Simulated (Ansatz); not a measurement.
```yaml
atoms:
  - { symbol: F, position_ang: [0.3791, 0.9730, 0.3162] }
  - { symbol: C, position_ang: [0.2757, -0.2214, 0.1273] }
  - { symbol: F, position_ang: [-0.6548, -0.7516, -0.4435] }
```

Geometry: PBE0-D4/def2-TZVP.

Theory: isolated molecule in a Gaussian basis; Hartree-Fock in Ansatz.

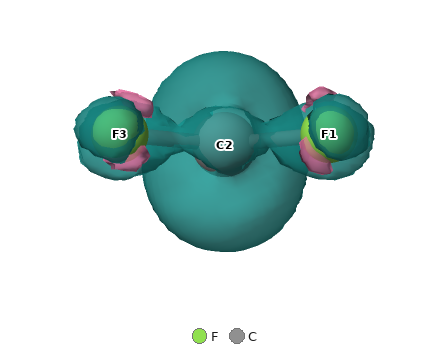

CF2 (charge +1, doublet). Isosurfaces of the spin density (α minus β) at +0.05 (teal) and −0.05 e/Å³ (pink), seen from one side.

Where is the unpaired spin?

The unpaired spin (1 electron) lies mostly on C2 (about 0.8), F1 (about 0.1) and F3 (about 0.1), in electrons by Hirshfeld's partition.
